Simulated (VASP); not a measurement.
Band structure of MgSe (space group Fm-3m). Calculation: LDA (Ceperley-Alder, Perdew-Zunger), VASP's LDA PAW potentials (set 64) (plane waves; VASP 6.6.1).

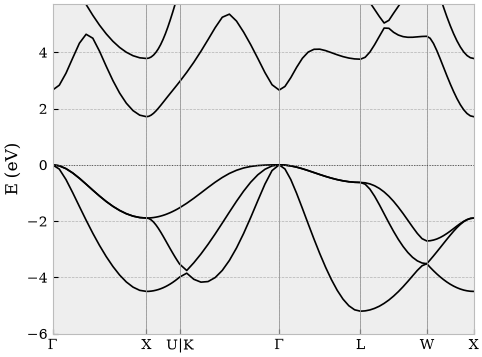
Figure: Bands along high-symmetry lines, zero at the valence-band maximum or, without a gap, the Fermi level

Problem. Read the plot: is there a gap, and where are the band edges?

Solution. The gap is indirect, 1.71 eV, from the valence maximum at Γ to the conduction minimum at X. (Edges off the drawn lines would not show.)

The structure comes from a computed database's MgSe entry (Fm-3m); how it stands against other phases isn't given here. It was relaxed first.
